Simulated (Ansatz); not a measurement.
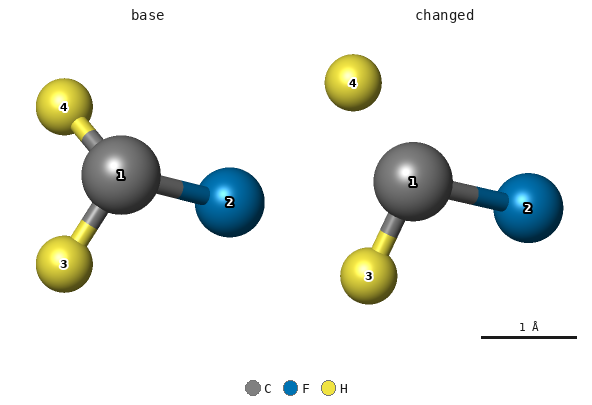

Left: CH$_{2}$F (charge −1). Right: the same structure after one change, at the same scale. A ball-and-stick model, seen at a tilt.

Computed with Ansatz, RHF-CCSD(T), frozen core/def2-TZVPPD. 

Q: Which change leads from the left to the right?

A: All atoms are moved at random (σ = 0.12 Å) from the PBE0-D4/def2-TZVP minimum.

Q: And its effect?

A: Energy change: +0.982 eV. The largest force is 3.6 eV/Å, on H4. The forces mostly point back along the displacements (cosine −0.87). At other levels of theory the same distortion costs 0.880 eV (RKS PBE-D4/def2-TZVPPD), 0.963 eV (RKS r2SCAN-D4/def2-TZVPPD), 1.029 eV (RKS PBE0-D4/def2-TZVPPD), 1.028 eV (RKS wB97M-V/def2-TZVPPD). Near-neighbour distances before and after: C1–H4 1.116 → 1.440 Å, C1–F2 1.492 → 1.599 Å, C1–H3 1.116 → 1.104 Å. Bond angles that change, for instance: F2–C1–H3 101.6° → 95.3°.
